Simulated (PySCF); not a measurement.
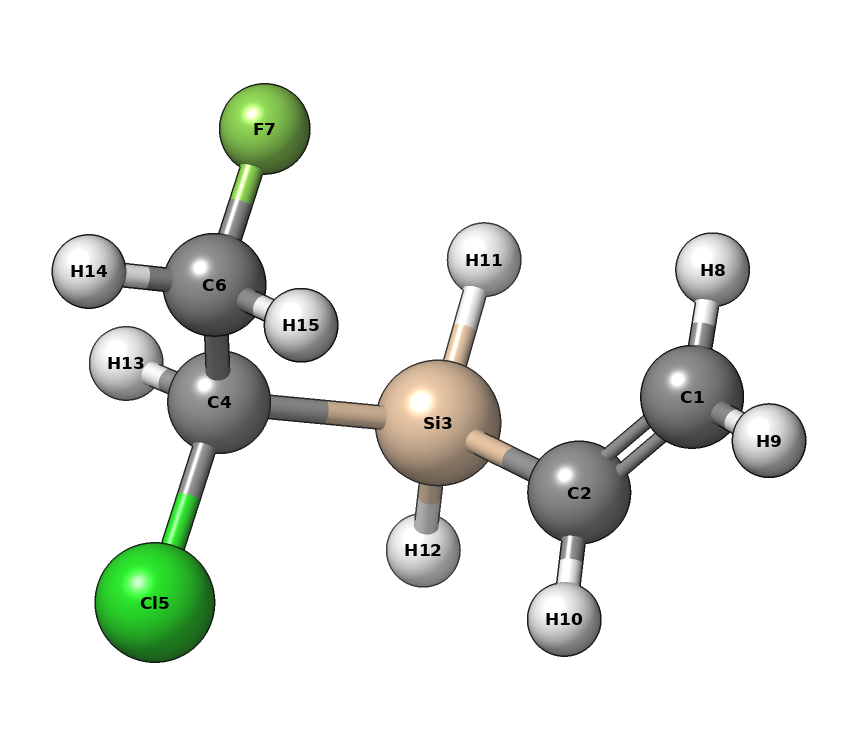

The geometry was computed by an optimisation with GFN2-xTB. No frequency run is at hand to confirm it as a minimum. Electric field gradients from the ground-state density, PBE0/pcSseg-1 (PySCF 2.14.0), non-relativistic apart from any core potentials.

Give the largest field-gradient component, the quadrupole coupling constant and the asymmetry for 35Cl at Cl5 (Q = −81.7 mb), 2H at H8 (Q = 2.86 mb), 2H at H9 (Q = 2.86 mb), 2H at H10 (Q = 2.86 mb), 2H at H11 (Q = 2.86 mb).

```csv
atom,V_zz (a.u.),e²qQ/h (MHz),η
Cl5,3.944,−75.7,0.03
H8,0.331,0.223,0.04
H9,0.330,0.222,0.03
H10,0.323,0.217,0.04
H11,0.163,0.110,0.03
```

The geometry is semi-empirical. Around Si such bond lengths and angles can be off by a tenth of an ångström or more and by several degrees, and values that hang on the shape move with them.
